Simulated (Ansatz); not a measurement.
# SiH₂Br (doublet): one geometry, many settings at distance Br1–H2 along a hydrogen transfer = 1.421 Å

Aim: run SiH₂Br (doublet) at one geometry under a spread of methods and options, and see what each costs and gives.

Program: Ansatz 0.2.0, Gaussian basis. Level of theory: the settings change from run to run. These are calculated values, not measurements.

10 further runs of the same task are left out: 8 that didn't finish, 2 set aside as unsound or not needed.

## Step 1: The system

The geometry derives from fragments relaxed apart (PBE0/def2-TZVP) and kept rigid, so it is no stationary point. A hydrogen atom is moved between rigid fragments. No spin-orbit coupling is included. The filled d shell of Br may be among the frozen orbitals whatever the setting's name suggests; the logs give the count.

4 atoms, charge 0, spin multiplicity 2.

Atoms are counted from 1 here; the program's logs count them from 0.

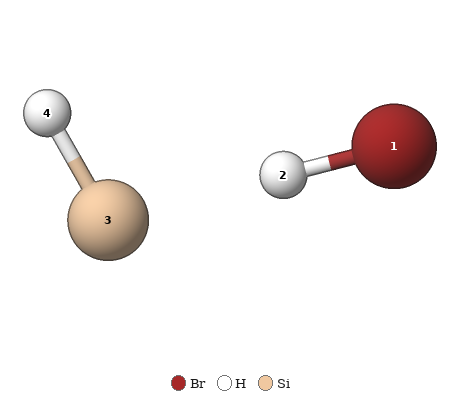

The structure; bromine red, hydrogen white, silicon light orange; atoms are numbered from 1 in the order of the file.

Geometry (Å):

```
Br   -2.2893    0.3699    0.0000
H    -0.8687    0.3699    0.0000
Si    1.3807    0.3699    0.0000
H     1.7772   -1.1096    0.0000
```

## Step 2: CCSDT on UHF/STO-3G

File in.yaml:

```yaml
crystal:
  periodic: [false, false, false]
  atoms:
    - {symbol: Br, position_ang: [-2.289259, 0.369878, 0.000000]}
    - {symbol: H, position_ang: [-0.868659, 0.369878, 0.000000]}
    - {symbol: Si, position_ang: [1.380741, 0.369878, 0.000000]}
    - {symbol: H, position_ang: [1.777176, -1.109635, 0.000000]}
basis:
  gaussian: {orbitals: STO-3G}
magnetization: {spin_polarized: true, initial_magnetization: 1}
correlation: {method: ccsdt, electrons: outside_noble_gas}
```

On the command line:

```sh
$ ansatz run in.yaml --threads 1 --pin off --events-out ev --progress --plain --max-ram 2393MiB
```

The log of the run, shortened:

```text
Functional definition: HF
  name "HF"
  cite "Fock, Z. Phys. 61, 126 (1930) doi:10.1007/BF01340294"
  parent pbe
[...]
374 factors; integrals over basis functions are off by at most 6.7e-8 eV
[...]
mean field -77043.34040862 eV, -2831.2905381651 hartree, gradient 2.9e-6 eV, S^2 0.754539; 8 other end points of the search recorded, 0 dependent functions left out
determinant -77043.34040862 eV, -2831.2905381651 hartree, with singles and doubles -77044.80339574 eV, -2831.3443019502 hartree
determinant -77043.12747681 eV, -2831.2827130653 hartree, with singles and doubles -77044.63180984 eV, -2831.3379962847 hartree
determinant -77043.34040862 eV, -2831.2905381651 hartree, with singles and doubles -77044.80352030 eV, -2831.3443065276 hartree
determinant -77043.12747681 eV, -2831.2827130653 hartree, with singles and doubles -77044.63226060 eV, -2831.3380128497 hartree
19 core orbitals not correlated: weight in the atoms' cores, before any rotation towards them, 0.999 or more for the frozen orbitals, at most 0.000 for the correlated occupied ones
reference -77043.34040862 eV, -2831.2905381651 hartree; 7, 6 occupied and 3, 4 virtual orbitals, 374 factors
second order -0.93237215 eV of doubles, -0.00000000 eV of singles
cycle   1  -1.24864405 eV  change   -3.2e-1 eV  update   5.5e-2
[...]
cycle  15  -1.46667749 eV  change   -2.2e-7 eV  update   1.4e-6
Total energy: -77044.80708611 eV, -2831.3444375686 hartree
```

Wall time 1.5 s (1 thread of Arm Neoverse V1, shared host).

From the report: ⟨S²⟩ of the determinant 0.755 (pure doublet: 0.75); correlation -1.4667 eV; T1 0.006; largest double amplitude 0.10.

## Step 3: NEVPT2(1,2)/cc-pVDZ

in.yaml: that of step 2 with these lines changed.

```diff
@@ -8,4 +8,5 @@
 basis:
-  gaussian: {orbitals: STO-3G}
-magnetization: {spin_polarized: true, initial_magnetization: 1}
-correlation: {method: ccsdt, electrons: outside_noble_gas}
+  gaussian: {orbitals: cc-pVDZ}
+magnetization: {spin_polarized: false, initial_magnetization: 1}
+correlation: {method: sc_nevpt2, electrons: valence, active_space: {window: {electrons: 1, orbitals: 2}}}
+scf: {lower_state_search: full}
```

Same command.

The log of the run, shortened:

```text
Functional definition: HF
  name "HF"
  cite "Fock, Z. Phys. 61, 126 (1930) doi:10.1007/BF01340294"
  parent pbe
[...]
590 factors; integrals over basis functions are off by at most 1.3e-3 eV
[...]
mean field -77889.53113337 eV, -2862.3874737310 hartree, gradient 3.6e-6 eV, S^2 0.750000; 11 other end points of the search recorded, 0 dependent functions left out
reference -77889.53113337 eV, -2862.3874737310 hartree; 26, 25 occupied and 29, 30 virtual orbitals, 590 factors
state -77889.53113337 eV, -2862.3874737310 hartree
state -77889.53113337 eV, -2862.3874737310 hartree; corrected -77895.38803671 eV, -2862.6027109586 hartree
WARN: 1 active orbitals are nearly empty or full. The corrections depend on them more than the energy does, and are more stable in an active space without them
Total energy: -77895.38803671 eV, -2862.6027109586 hartree
```

It took 7 s on 1 thread of Arm Neoverse V1, shared host.

From the report: 1 determinant; active occupations 1.00, 0.00. The report marks this result as in doubt.

## Step 4: CASSCF(3,5)/cc-pVDZ

in.yaml: that of step 3 with these lines changed.

```diff
@@ -10,3 +10,3 @@
 magnetization: {spin_polarized: false, initial_magnetization: 1}
-correlation: {method: sc_nevpt2, electrons: valence, active_space: {window: {electrons: 1, orbitals: 2}}}
-scf: {lower_state_search: full}
+correlation: {active_space: {window: {electrons: 3, orbitals: 5}}}
+output: {forces: true}
```

The command is unchanged.

The log of the run, shortened:

```text
Functional definition: HF
  name "HF"
  cite "Fock, Z. Phys. 61, 126 (1930) doi:10.1007/BF01340294"
  parent pbe
[...]
590 factors; integrals over basis functions are off by at most 1.3e-3 eV
[...]
mean field -77889.53113337 eV, -2862.3874737310 hartree, gradient 3.6e-6 eV, S^2 0.750000; 6 other end points of the search recorded, 0 dependent functions left out
reference -77889.53113337 eV, -2862.3874737310 hartree; 26, 25 occupied and 29, 30 virtual orbitals, 590 factors
state -77890.46642097 eV, -2862.4218449164 hartree
the orbitals are reached from a further start. From the first start the search ends at -77890.44188703 eV, -2862.4209433108 hartree
[...]
Total energy: -77890.46642097 eV, -2862.4218449164 hartree
Atom 0 at    -2.289259     0.369878     0.000000 Å, force    -0.696672    -0.013522     0.000000 eV/Å
Atom 1 at    -0.868659     0.369878     0.000000 Å, force    -0.033804     0.021038    -0.000000 eV/Å
Atom 2 at     1.380741     0.369878     0.000000 Å, force     0.768907    -0.145135     0.000000 eV/Å
Atom 3 at     1.777176    -1.109635     0.000000 Å, force    -0.038431     0.137619    -0.000000 eV/Å
Dipole moment:     0.443733    -0.011233    -0.000000 e Å
```

Wall time 11 s (1 thread of Arm Neoverse V1, shared host).

From the report: 50 determinants; active occupations 1.92, 0.99, 0.06, 0.02, 0.01.

## Step 5: All runs side by side

Where basis and cores are those of an earlier UCCSDT(Q)/cc-pVDZ run (-77896.1710 eV), and the state is the same kind, the miss against it is given. † marks a result that the program doubts.

| level | correlated | functions | energy (eV) | from UCCSDT(Q) (meV) | time |
| --- | --- | --- | --- | --- | --- |
| CCSDT on UHF/STO-3G | outside noble gas | 29 | -77044.8071 |  | 1.5 s |
| NEVPT2(1,2)/cc-pVDZ † | valence | 55 | -77895.3880 |  | 7 s |
| CASSCF(3,5)/cc-pVDZ |  | 55 | -77890.4664 | 5704.6 | 11 s |

## Step 6: Results

| quantity | value |
| --- | --- |
| runs | 3 |
| quickest | CCSDT on UHF/STO-3G, 1.5 s |
| slowest | CASSCF(3,5)/cc-pVDZ, 11 s |

**Reading.** Total energies in different bases, with other cores or another treatment of relativity can't be set against each other. CASSCF(3,5)/cc-pVDZ took 7 times as long as CCSDT on UHF/STO-3G; the jobs differ in more than the method. Hartree-Fock, CASSCF and CASCI lack dynamic correlation by design.
